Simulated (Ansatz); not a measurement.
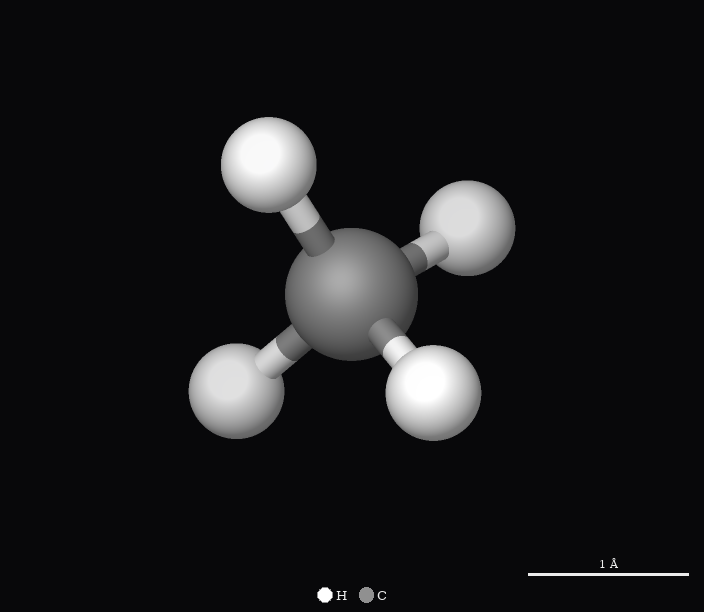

The picture shows a molecular structure as a ball-and-stick model.

Question: Which formula does it have?

Answer: CH₄, 5 atoms: 1 carbon and 4 hydrogen.

Question: Count the bonded pairs by element.

Answer: 4 C–H. Sticks follow a distance rule.

Question: How many sets of symmetry-equivalent atoms are there?

Answer: 2: 4 H, 1 C.

Question: Which point group does it belong to?

Answer: Td.

More results for the same structure follow; atom numbers are the same in all pictures, views and colours differ. Computed geometry: PBE0-D4/def2-TZVP optimisation.

Thermal motion

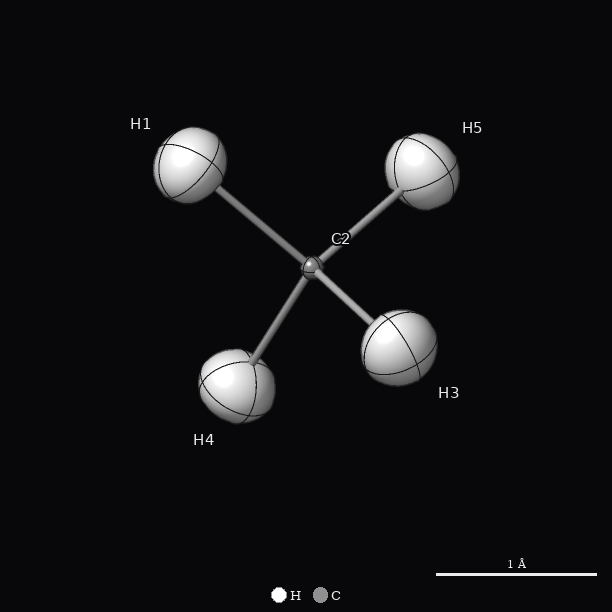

Displacement ellipsoids at the 50 % level, enlarged 2 times, from the internal vibrations of the free molecule (harmonic, no overall translation or rotation; no half-axis is drawn under 0.075 Å). Vibrations computed with RKS PBE0-D4/def2-TZVP (Ansatz 0.2.0). Temperature: 298 K.

Give the displacement parameters, one line for each set of equivalent atoms.

| atom | U_eq (Å²) | rms amplitudes (Å) |
| --- | --- | --- |
| H1, H3, H4, H5 | 0.0061 | 0.071, 0.082, 0.082 |
| C2 | 0.00021 | 0.014, 0.014, 0.014 |

Vibrations

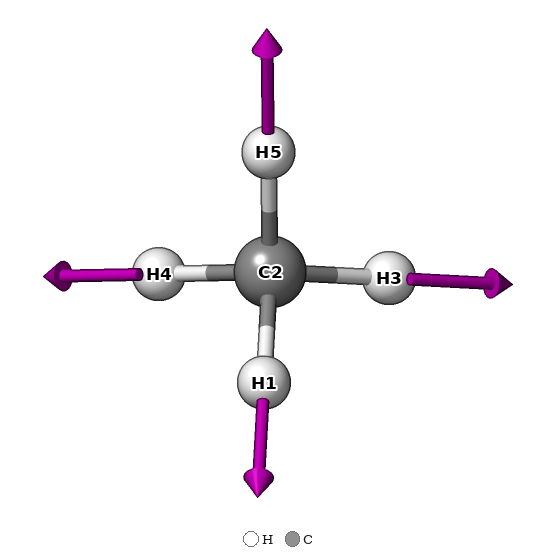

The arrows show one normal mode. Harmonic vibrations computed with RKS PBE0-D4/def2-TZVP (Ansatz 0.2.0) at a stationary point of the same level.

Question: Describe the motion.

Answer: Mostly in-phase stretching of 4 C–H bonds.

Question: At what wavenumber does it lie?

Answer: 3046 cm⁻¹; it is mode 6 of 9 counted from the lowest.

Charges

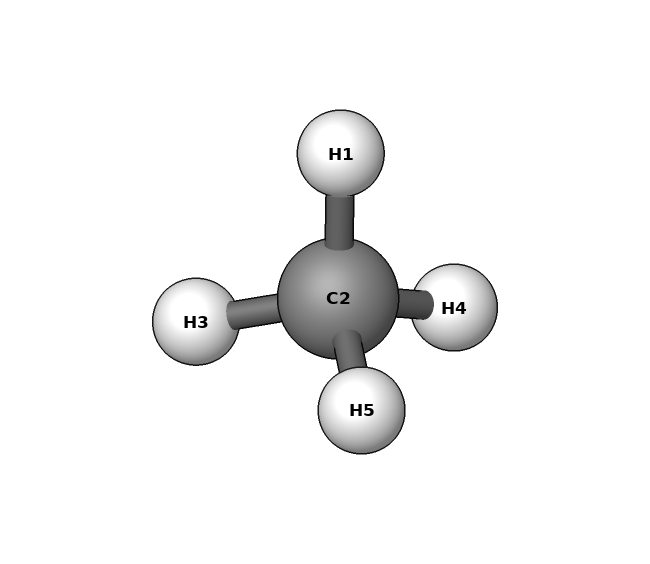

The questions are on Mulliken charges. Properties computed with RKS PBE0-D4/def2-TZVP (Ansatz 0.2.0).

Give the Mulliken charges atom by atom.

```json
{"atom": "H1", "value (e)": "0.13"}
{"atom": "C2", "value (e)": "−0.53"}
{"atom": "H3", "value (e)": "0.13"}
{"atom": "H4", "value (e)": "0.13"}
{"atom": "H5", "value (e)": "0.13"}
```

Mulliken values depend strongly on the basis set and can even reverse the polarity of a bond.
